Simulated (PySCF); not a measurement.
```yaml
atoms:
  - { symbol: C, position_ang: [-0.7143, -0.1005, 1.3226] }
  - { symbol: C, position_ang: [-0.0277, 0.1379, -0.0225] }
  - { symbol: C, position_ang: [0.4024, 1.6025, -0.1311] }
  - { symbol: Si, position_ang: [1.5115, -1.0106, -0.1915] }
  - { symbol: C, position_ang: [-0.9195, -0.2002, -1.1741] }
  - { symbol: N, position_ang: [-1.9421, -0.9278, -1.2189] }
  - { symbol: H, position_ang: [-0.0609, 0.2022, 2.1381] }
  - { symbol: H, position_ang: [-0.9597, -1.1521, 1.4657] }
  - { symbol: H, position_ang: [-1.6346, 0.4817, 1.3912] }
  - { symbol: H, position_ang: [0.8791, 1.8005, -1.0892] }
  - { symbol: H, position_ang: [-0.4627, 2.2598, -0.0390] }
  - { symbol: H, position_ang: [1.1060, 1.8577, 0.6590] }
  - { symbol: H, position_ang: [1.0763, -2.4018, -0.0796] }
  - { symbol: H, position_ang: [2.4305, -0.6711, 0.8962] }
  - { symbol: H, position_ang: [2.1469, -0.7691, -1.4856] }
  - { symbol: H, position_ang: [-0.6152, 0.2357, -2.1241] }
  - { symbol: H, position_ang: [-2.2230, -1.3328, -0.3270] }
```

Geometry: GFN2-xTB.

Method: PBE0/pcSseg-1, SCF density, gas phase, non-relativistic in PySCF.

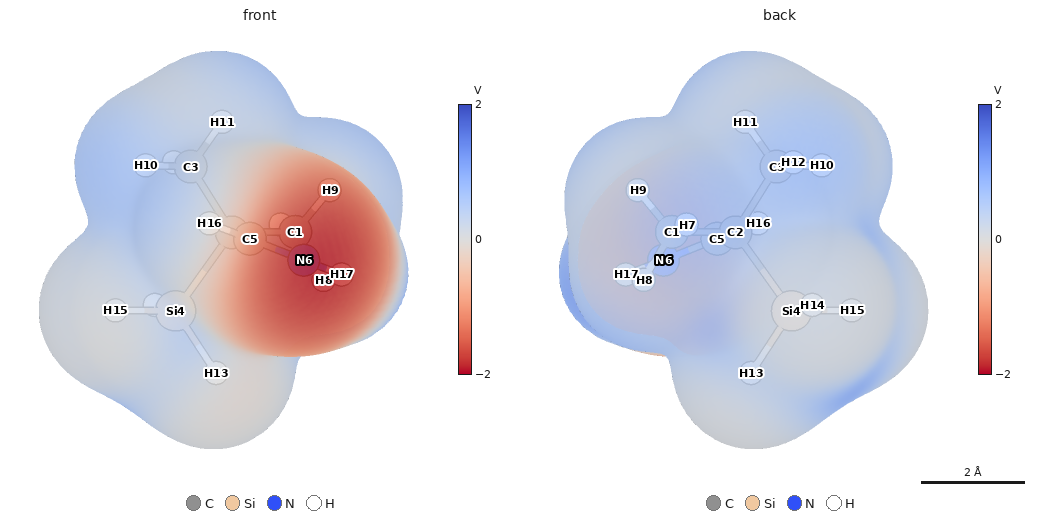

C$_{4}$H$_{11}$NSi. The electrostatic potential painted on the density surface at 0.001 e/bohr³, seen from the front and from behind; red is negative and blue positive.

> Describe the electrostatic potential map.

The most negative region (about −1.8 V) lies over N6, the most positive (about +1.0 V) over H17. N6 is the likeliest acceptor of a hydrogen bond.
